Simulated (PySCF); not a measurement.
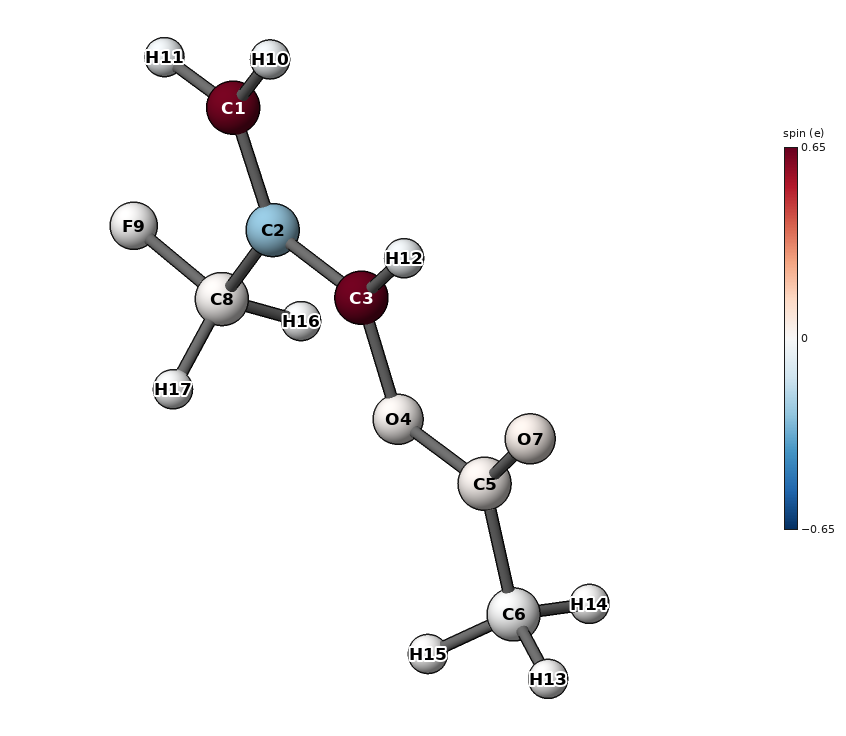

Atoms are coloured by their Mulliken spin populations. State: neutral, doublet. The computed structure is the end point of a GFN2-xTB optimisation. No frequency run is at hand to confirm it as a minimum. Level of theory: UKS B3LYP, pcH-1 on C F H O, non-relativistic (PySCF 2.14.0).

Give the Mulliken spin populations atom by atom.

| atom | value (e) |
| --- | --- |
| C1 | 0.62 |
| C2 | −0.25 |
| C3 | 0.63 |
| O4 | 0.02 |
| C5 | 0.03 |
| C6 | 0.00 |
| O7 | 0.03 |
| C8 | 0.01 |
| F9 | 0.00 |
| H10 | −0.03 |
| H11 | −0.03 |
| H12 | −0.03 |
| H13 | 0.00 |
| H14 | 0.00 |
| H15 | 0.00 |
| H16 | −0.01 |
| H17 | −0.01 |

Mulliken values depend strongly on the basis set.
